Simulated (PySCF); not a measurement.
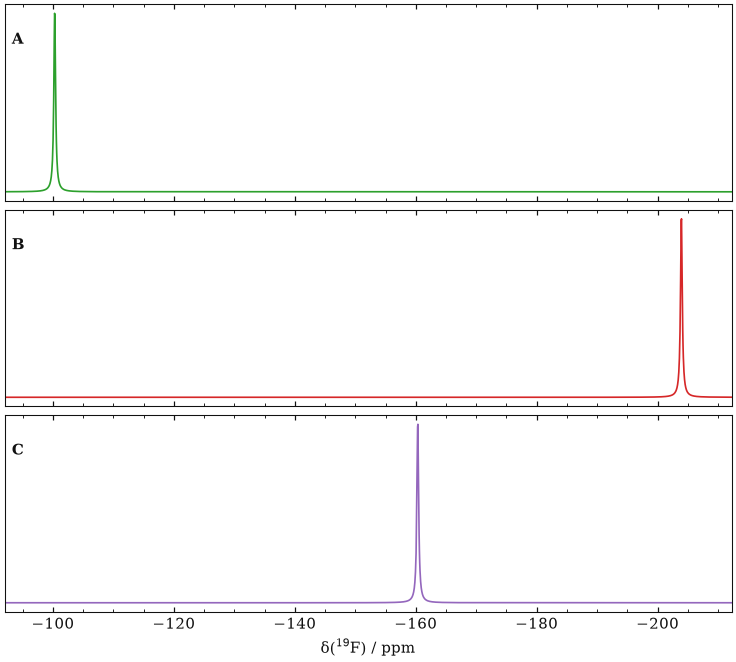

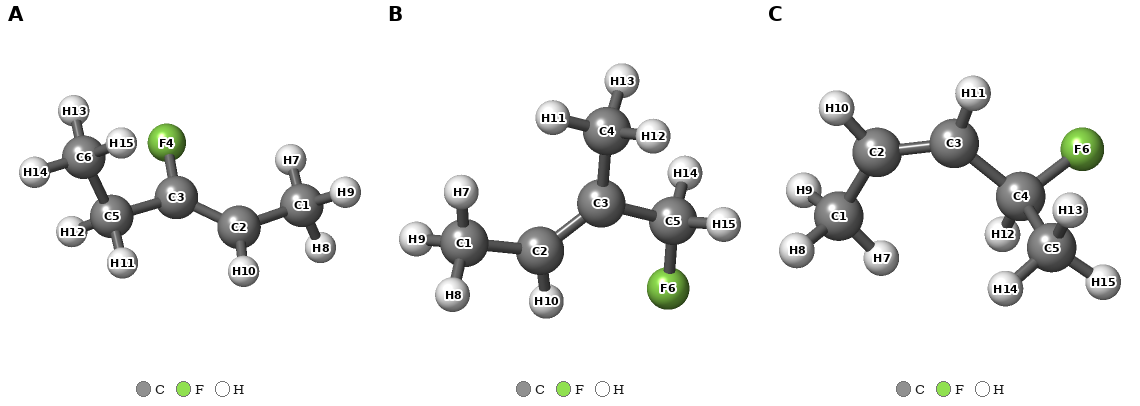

Related molecules: A is C₅H₉F, SMILES C/C=C(\F)CC; B is C₅H₉F, SMILES C/C=C(\C)CF; C is C₅H₉F, SMILES C/C=C\[C@H](C)F. GIAO ¹⁹F shifts against CFCl₃ (¹⁹F: this reference is a hard case for the method, so all values can be off together by tens of ppm, and differences between signals are safer), HF/pcSseg-2 in PySCF, at a PBE0-D3(BJ)/def2-SVP geometry (no frequency check); fully decoupled, line heights follow the number of nuclei within a panel, widths are arbitrary (no quadrupolar broadening); values of one conformer, averaged over nuclei that symmetry or rotation about single bonds exchange, these motions taken as fast; other conformers aren't averaged in.

How does the ¹⁹F shift respond?

Answer. From A (−100.3 ppm) to B (−203.9 ppm) the nucleus is shielded by 103.6 ppm. From A (−100.3 ppm) to C (−160.3 ppm) the nucleus is shielded by 60.0 ppm.
